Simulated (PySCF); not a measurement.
# C₄H₁₀OSi₂: what the fields show

```tsv
atom	x (Å)	y (Å)	z (Å)
O	3.8121	-0.5363	-0.3516
C	2.6489	-0.2551	-0.3824
C	1.5913	-0.7917	0.5463
C	1.0636	0.3678	1.3406
C	0.0137	1.1040	0.9995
Si	-1.1357	0.8632	-0.4763
Si	-2.8201	-0.6407	0.0330
H	2.2485	0.4817	-1.1058
H	0.7947	-1.2325	-0.0550
H	2.0292	-1.5456	1.2018
H	1.6488	0.6087	2.2207
H	-0.2440	1.9246	1.6586
H	-1.6386	2.2073	-0.7931
H	-0.3544	0.4562	-1.6558
H	-3.7586	-0.7899	-1.0817
H	-2.2986	-1.9788	0.3319
H	-3.6076	-0.2309	1.1982
```

Geometry: GFN2-xTB.

Computed with B3LYP/def2-SVPD, SCF density, gas phase in PySCF 2.14.0.

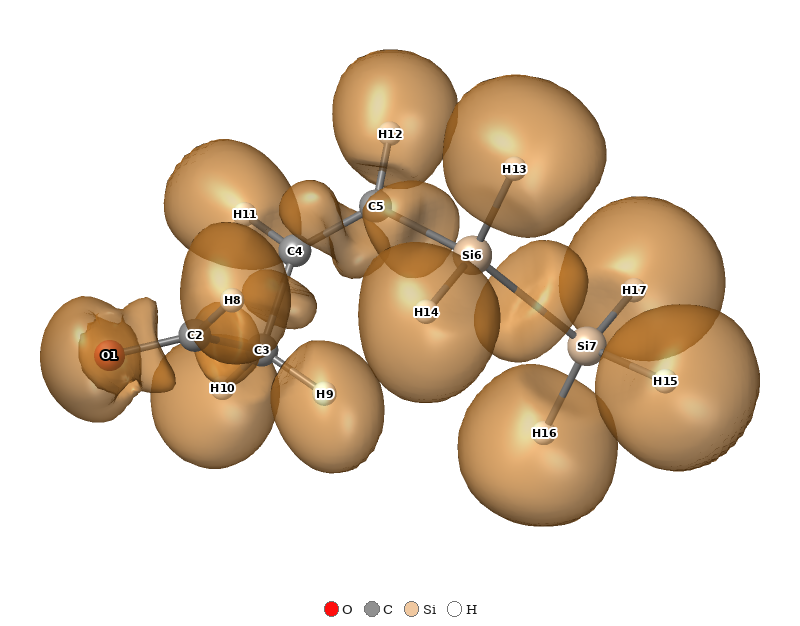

Figure 1. Isosurface of the ELF at 0.75 (orange), seen at a tilt. Core shells and regions of very low density are left out.

Where are the electrons localised?

The surface consists of three regions between bonded C–C atoms (shared pairs), one region between bonded C–Si atoms (shared pairs), one region between bonded Si–Si atoms (shared pairs), ten regions around hydrogen nuclei and one region on O in which the atom's valence shell and bonds are merged.


C–O (1.20 Å): the ELF peaks at about 0.85 between the atoms: a multiple bond. C–C (1.33 Å): the ELF peaks at about 0.95 between the atoms (a multiple bond).

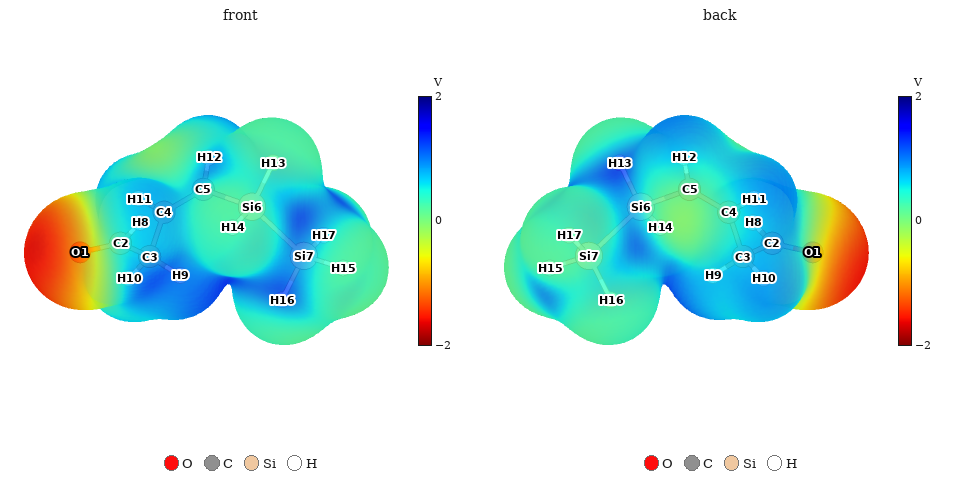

Figure 2. The molecular electrostatic potential painted on the density surface at 0.002 e/bohr³, seen from the front and from behind; the colour scale runs from red (negative) to blue (positive).

Which sites attract a positive test charge, and which a negative one?

A positive charge is drawn to the negative regions and a negative charge to the positive ones. The most negative region (about −1.6 V, or −37 kcal/mol for a unit charge) lies over O1, the most positive (about +1.3 V, or +30 kcal/mol for a unit charge) over C2, Si6, Si7 and H9. O1 is the likeliest acceptor of a hydrogen bond.

What dipole moment does the calculation give?

Its dipole moment is 2.63 D.

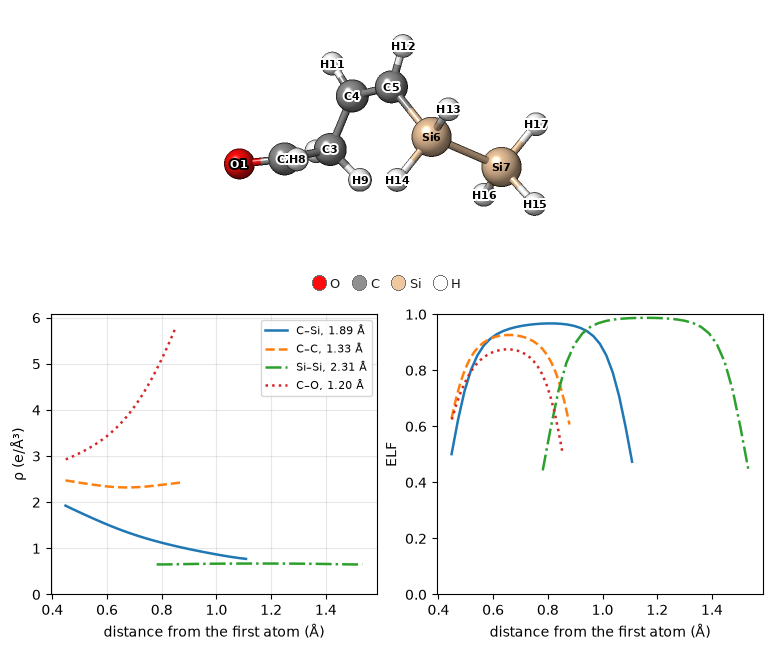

Figure 3. Total electron density and electron localisation function along straight lines between neighbouring atoms. The curves leave out the atomic cores. The structure is drawn too.

What kind of bonding do the profiles show?

C–Si (1.89 Å): the density is about 0.93 e/Å³ at the midpoint; the ELF peaks at about 0.95 between the atoms: a covalent bond.
C–C (1.33 Å): the density is about 2.3 e/Å³ at the midpoint; the ELF peaks at about 0.95 between the atoms (a multiple bond).
Si–Si (2.31 Å): ρ at the midpoint is about 0.67 e/Å³; the ELF peaks at about 1 between the atoms (a covalent bond).
C–O (1.20 Å): ρ is about 3.4 e/Å³ halfway; the ELF peaks at about 0.85 between the atoms: a short, multiple covalent bond.
